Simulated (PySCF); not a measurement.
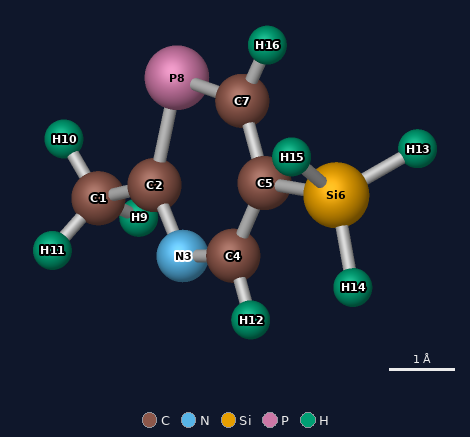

The input geometry of run A (ball-and-stick view, seen at a tilt; atoms are numbered from 1 in the order of the input). Bond lengths as drawn: C–C 1.39 to 1.50 Å, C–H 1.08 to 1.09 Å, C–N 1.31 to 1.32 Å, C–P 1.73 to 1.76 Å, C–Si 1.89 Å and H–Si 1.46 Å.

**What a change does: NMR shielding calculation on C5H8NPSi**

System: C5H8NPSi, SMILES Cc1ncc([SiH3])cp1.
Method of run A: GIAO HSE06/pcSseg-1 NMR shielding, non-relativistic, gas phase (PySCF 2.14.0).

The geometry comes from this level: GFN2-xTB. Text and figures count atoms from 1; the logs count them from 0 in places.

## Input file, run A
```
{"job": {"kind": "nmr", "xc": "HSE06", "basis": "pcSseg-1", "pop": true}, "charge": 0, "multiplicity": 1}
C      3.137825    -0.104721    -0.607935
C      1.681154    -0.171666    -0.257670
N      0.961712     0.867177    -0.610031
C     -0.334619     0.960870    -0.389137
C     -1.140949     0.011007     0.233144
Si    -2.989169     0.321704     0.471151
C     -0.577640    -1.172041     0.687363
P      1.093537    -1.617067     0.561746
H      3.264493    -0.281637    -1.676106
H      3.706009    -0.853873    -0.060509
H      3.525635     0.888192    -0.391099
H     -0.776928     1.885265    -0.742985
H     -3.726851    -0.772550    -0.163220
H     -3.333912     1.602128    -0.143631
H     -3.272762     0.343354     1.907634
H     -1.225133    -1.897196     1.169876
```

The first line tells a small driver script what to run in PySCF; the rest is the geometry in Å.

Launched with:
```bash
OMP_NUM_THREADS=1 python <driver script> task.json out
```

Hardware: 1 CPU thread, shared host.

## Output (run A)
```
coarse grid: 14704 points
cycle   1  E = -880.2746799145  dE =  1.080e+00  |g| = 3.825e-01  |ddm| = 3.972e+00
cycle   2  E = -880.2440828849  dE =  3.060e-02  |g| = 5.074e-01  |ddm| = 9.299e-01
cycle   3  E = -880.3076120994  dE = -6.353e-02  |g| = 1.239e-01  |ddm| = 6.660e-01
cycle   4  E = -880.3119012410  dE = -4.289e-03  |g| = 4.637e-02  |ddm| = 2.059e-01
cycle   5  E = -880.3124806253  dE = -5.794e-04  |g| = 1.547e-02  |ddm| = 5.661e-02
cycle   6  E = -880.3125357796  dE = -5.515e-05  |g| = 4.070e-03  |ddm| = 1.725e-02
cycle   7  E = -880.3125390180  dE = -3.238e-06  |g| = 1.874e-03  |ddm| = 5.516e-03
final grid: 133864 points
cycle   8  E = -880.3669176287  dE = -3.422e-05  |g| = 6.952e-03  |ddm| = 3.231e-02
cycle   9  E = -880.3668947915  dE =  2.284e-05  |g| = 1.088e-02  |ddm| = 1.601e-02
cycle  10  E = -880.3669260524  dE = -3.126e-05  |g| = 2.760e-03  |ddm| = 1.315e-02
cycle  11  E = -880.3669283042  dE = -2.252e-06  |g| = 6.528e-04  |ddm| = 3.643e-03
cycle  12  E = -880.3669284175  dE = -1.132e-07  |g| = 2.123e-04  |ddm| = 9.055e-04
cycle  13  E = -880.3669284476  dE = -3.016e-08  |g| = 4.944e-05  |ddm| = 2.863e-04
cycle  14  E = -880.3669284480  dE = -3.536e-10  |g| = 3.437e-05  |ddm| = 8.591e-05
cycle  15  E = -880.3669284483  dE = -3.370e-10  |g| = 5.588e-06  |ddm| = 4.096e-05
converged SCF energy = -880.3669284483

GIAO shielding tensors (ppm)
atom      isotropic    diamagn.    paramagn.     s11        s22        s33       span
  0 C      152.276     245.962     -93.686    132.615    140.840    183.372     50.757
  1 C      -20.010     263.566    -283.576   -194.178    -17.211    151.360    345.537
  2 N     -101.146     333.501    -434.646   -427.487   -166.781    290.831    718.318
  3 C       29.671     251.455    -221.783    -64.603     17.699    135.918    200.521
  4 C       58.267     262.222    -203.955    -45.014     18.015    201.801    246.815
  5 Si     416.449     881.065    -464.616    371.069    418.399    459.877     88.808
  6 C        0.814     261.723    -260.909   -181.896      7.885    176.453    358.349
  7 P      106.728     969.148    -862.420   -112.768   -102.265    535.218    647.986
  8 H       28.544      27.685       0.859     25.350     26.551     33.733      8.382
  9 H       28.656      28.816      -0.160     24.432     29.127     32.409      7.977
 10 H       28.673      28.084       0.589     24.404     27.691     33.924      9.520
 11 H       22.517      32.707     -10.190     17.267     22.293     27.990     10.723
 12 H       27.141      28.832      -1.691     23.718     25.764     31.940      8.221
 13 H       27.328      29.026      -1.698     23.481     26.404     32.098      8.617
 14 H       27.132      28.791      -1.658     23.812     25.608     31.977      8.165
 15 H       21.874      32.523     -10.649     17.175     19.662     28.785     11.611
```

Run B used a changed input.

## The two runs side by side

```csv
quantity,run A,run B
outcome,converged,converged
total energy (hartree),−880.366928,−880.313263
HOMO (eV),−6.60,−7.00
LUMO (eV),−2.22,−1.85
dipole moment (D),0.79,0.80
shielding of C2 (ppm),−20.0,−18.9
shielding of N3 (ppm),−101.1,−99.8
shielding of C4 (ppm),29.7,30.6
shielding of C5 (ppm),58.3,59.3
shielding of Si6 (ppm),416.4,419.0
shielding of C7 (ppm),0.8,1.8
shielding of P8 (ppm),106.7,111.1
SCF iterations,15,14
basis functions,190,190
wall time (shared host),3 min,86 s
```

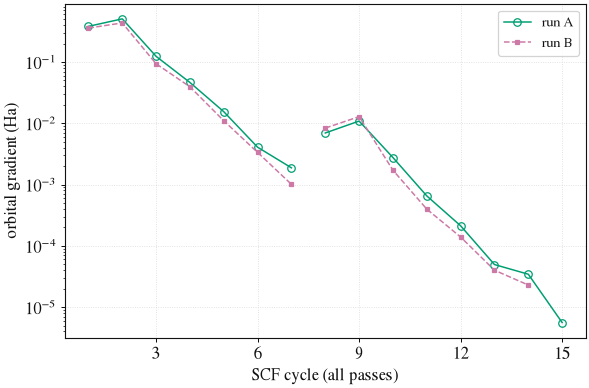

Convergence of the two runs: orbital gradient against the SCF cycle. A break in a curve parts two SCF passes (coarse and final grid). Run A takes 15 cycles in all, and run B takes 14.

What was changed in the input?

The change (lines with − go, lines with + come):
```diff
-"xc": "HSE06"
+"xc": "PBE0"
-"pop": true
```

The total energies belong to different methods, so their difference says nothing on which is more stable or more accurate. The HOMO goes from −6.60 to −7.00 eV. The LUMO goes from −2.22 to −1.85 eV. Of all shieldings, the largest change is that of P8, by +4.3 ppm. The functional changes from HSE06 to PBE0. The SCF takes 14 iterations against 15.

## Output (run B)
```
coarse grid: 14704 points
cycle   1  E = -880.2341223894  dE =  1.119e+00  |g| = 3.592e-01  |ddm| = 3.953e+00
cycle   2  E = -880.2202659242  dE =  1.386e-02  |g| = 4.347e-01  |ddm| = 8.140e-01
cycle   3  E = -880.2646111975  dE = -4.435e-02  |g| = 9.371e-02  |ddm| = 5.131e-01
cycle   4  E = -880.2667355871  dE = -2.124e-03  |g| = 3.945e-02  |ddm| = 1.514e-01
cycle   5  E = -880.2671553263  dE = -4.197e-04  |g| = 1.100e-02  |ddm| = 4.738e-02
cycle   6  E = -880.2671822121  dE = -2.689e-05  |g| = 3.348e-03  |ddm| = 1.236e-02
cycle   7  E = -880.2671845883  dE = -2.376e-06  |g| = 1.008e-03  |ddm| = 3.670e-03
final grid: 133864 points
cycle   8  E = -880.3132434551  dE = -2.423e-05  |g| = 8.357e-03  |ddm| = 2.897e-02
cycle   9  E = -880.3132139967  dE =  2.946e-05  |g| = 1.285e-02  |ddm| = 2.268e-02
cycle  10  E = -880.3132620076  dE = -4.801e-05  |g| = 1.715e-03  |ddm| = 1.647e-02
cycle  11  E = -880.3132628644  dE = -8.568e-07  |g| = 3.969e-04  |ddm| = 2.266e-03
cycle  12  E = -880.3132628997  dE = -3.529e-08  |g| = 1.391e-04  |ddm| = 4.882e-04
cycle  13  E = -880.3132629040  dE = -4.381e-09  |g| = 3.998e-05  |ddm| = 1.415e-04
cycle  14  E = -880.3132629043  dE = -2.790e-10  |g| = 2.289e-05  |ddm| = 6.223e-05
converged SCF energy = -880.3132629043

GIAO shielding tensors (ppm)
atom      isotropic    diamagn.    paramagn.     s11        s22        s33       span
  0 C      153.055     245.916     -92.862    133.432    141.659    184.074     50.643
  1 C      -18.890     263.639    -282.529   -192.955    -16.021    152.305    345.260
  2 N      -99.830     333.475    -433.305   -425.823   -165.632    291.966    717.788
  3 C       30.578     251.300    -220.723    -63.676     18.665    136.744    200.421
  4 C       59.252     262.450    -203.198    -43.941     19.098    202.601    246.542
  5 Si     418.987     881.094    -462.107    373.683    420.945    462.331     88.648
  6 C        1.774     261.790    -260.016   -180.731      8.597    177.455    358.185
  7 P      111.068     969.126    -858.058   -108.242    -97.243    538.690    646.932
  8 H       28.541      27.660       0.881     25.333     26.537     33.754      8.421
  9 H       28.646      28.797      -0.151     24.401     29.109     32.430      8.029
 10 H       28.666      28.064       0.603     24.374     27.674     33.951      9.577
 11 H       22.495      32.701     -10.206     17.241     22.269     27.976     10.735
 12 H       27.133      28.799      -1.666     23.701     25.755     31.942      8.241
 13 H       27.317      28.992      -1.674     23.459     26.395     32.098      8.639
 14 H       27.125      28.757      -1.632     23.795     25.600     31.979      8.184
 15 H       21.857      32.546     -10.689     17.168     19.636     28.766     11.598
```
